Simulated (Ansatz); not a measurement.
## Two runs on CH3AlF2

System: CH3AlF2.
Method of run 1: RKS SPW92 (LDA)/def2-TZVPP (Ansatz 0.2.0).

The geometry comes from this level: PBE0-D4/def2-TZVP. Text and figures count atoms from 1; the logs count them from 0 in places.

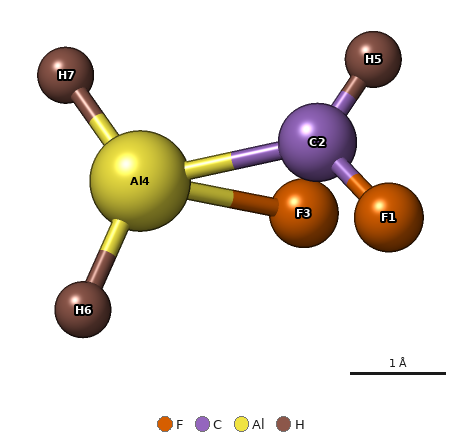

The input geometry (ball-and-stick view, seen at a tilt; atoms are numbered from 1 in the order of the input). Sticks mark near contacts. Bond lengths as drawn: Al–C 1.97 Å, Al–F 1.96 Å, Al–H 1.58 Å, C–F 1.33 Å and C–H 1.09 Å.

### The input, run 1
```yaml
crystal:
  periodic: [false, false, false]
  atoms:
    - {symbol: F, position_ang: [0.566433, -0.559430, 1.835762]}
    - {symbol: C, position_ang: [0.747195, -0.159828, 0.579858]}
    - {symbol: F, position_ang: [0.082580, -1.251915, -0.301399]}
    - {symbol: Al, position_ang: [-0.702151, 0.528348, -0.561326]}
    - {symbol: H, position_ang: [1.801200, -0.277693, 0.321065]}
    - {symbol: H, position_ang: [-2.150623, 0.570377, 0.060050]}
    - {symbol: H, position_ang: [-0.283435, 1.082043, -1.979711]}
basis:
  gaussian: {orbitals: def2-TZVPP}
hamiltonian: {xc: lda}
output: {orbitals: {seedname: orbitals}}
```

Hardware: 4 CPU threads, shared host.

### Output (run 1)
```
Functional definition: SPW92
  exchange = slater_x
  correlation = pw_c
938 factors; their error is unknown
mean field evaluation 1: about -13042.3361 eV, gradient 3.6e1 eV
mean field evaluation 2: about -13040.1653 eV, gradient 4.8e1 eV
mean field evaluation 4: about -13045.1934 eV, gradient 5.0e0 eV
mean field evaluation 8: about -13045.2309 eV, gradient 1.0e-1 eV
mean field evaluation 16: about -13045.2171 eV, gradient 6.9e-5 eV
mean field -13045.21706826 eV, -479.4028848927 hartree, gradient 6.9e-5 eV, S^2 0.000000; 0 other end points of the search recorded, 0 dependent functions left out
reference -13045.21710580 eV, -479.4028862723 hartree; 20, 20 occupied and 157, 157 virtual orbitals, 938 factors
Total energy: -13045.21710580 eV, -479.4028862723 hartree
```

For run 2 the input was changed thus:
```diff
-hamiltonian: {xc: lda}
+hamiltonian: {xc: {name: wB97X-V}}
```

What does this change do to the results?

The total energies belong to different methods, so their difference says nothing on which is more stable or more accurate. The HOMO goes from −6.85 to −10.69 eV. The LUMO goes from −1.89 to 1.10 eV.

### Output (run 2)
```
Functional definition: wB97X-V
  parameter omega = 0.3/bohr
  parameter cx = 0.167
  parameter cx1 = 0.603
  parameter cx2 = 1.194
  parameter css0 = 0.556
  parameter css1 = -0.257
  parameter cos0 = 1.219
  parameter cos1 = -1.850
  parameter b = 6.0
  parameter c = 0.01
  exchange = spin_sum(e_x_unif_sr(omega)*poly(b97_u_x, 1 - cx, cx1, cx2)) + cx*exact_x_sr(omega) + exact_x_lr(omega)
  correlation = spin_sum(e_c_pw_same_spin*poly(b97_u_same, css0, css1))
      + integral(e_c_pw_opposite_spin*poly(b97_u_opposite, cos0, cos1)) + vv10(b, c)
957 factors; their error is unknown
219 factors; integrals over basis functions are off by at most 1.1e-5 eV
mean field evaluation 1: about -13113.9699 eV, gradient 2.9e1 eV
mean field evaluation 2: about -13114.1912 eV, gradient 3.2e1 eV
mean field evaluation 4: about -13115.4001 eV, gradient 1.6e0 eV
mean field evaluation 8: about -13115.4090 eV, gradient 3.5e-2 eV
mean field evaluation 16: about -13115.4217 eV, gradient 3.5e-5 eV
mean field -13115.42165710 eV, -481.9828559464 hartree, gradient 3.5e-5 eV, S^2 0.000000; 0 other end points of the search recorded, 0 dependent functions left out
reference -13115.42165514 eV, -481.9828558743 hartree; 20, 20 occupied and 157, 157 virtual orbitals, 957 factors
Total energy: -13115.42165514 eV, -481.9828558743 hartree
```

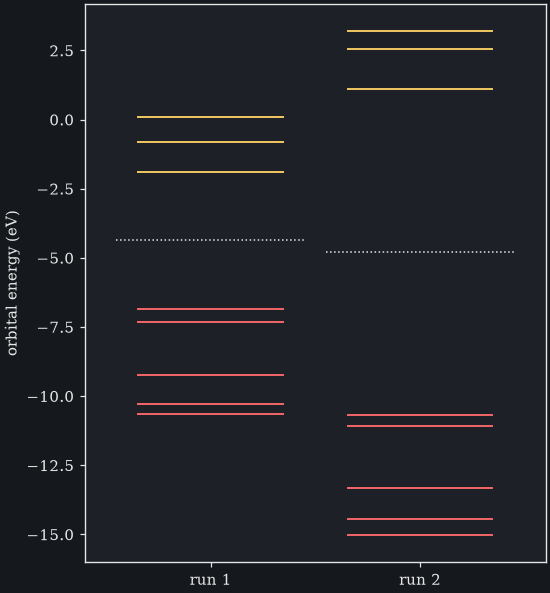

The five highest filled and three lowest empty orbital energies of the two runs; the dotted lines part filled from empty levels. The HOMO–LUMO gap is 4.97 eV in run 1 and 11.79 eV in run 2.

### The two runs side by side

```csv
quantity,run 1,run 2
outcome,converged,converged
total energy (hartree),−479.402886,−481.982856
HOMO (eV),−6.85,−10.69
LUMO (eV),−1.89,1.10
basis functions,177,177
wall time (shared host),0.55 s,2.3 s
```
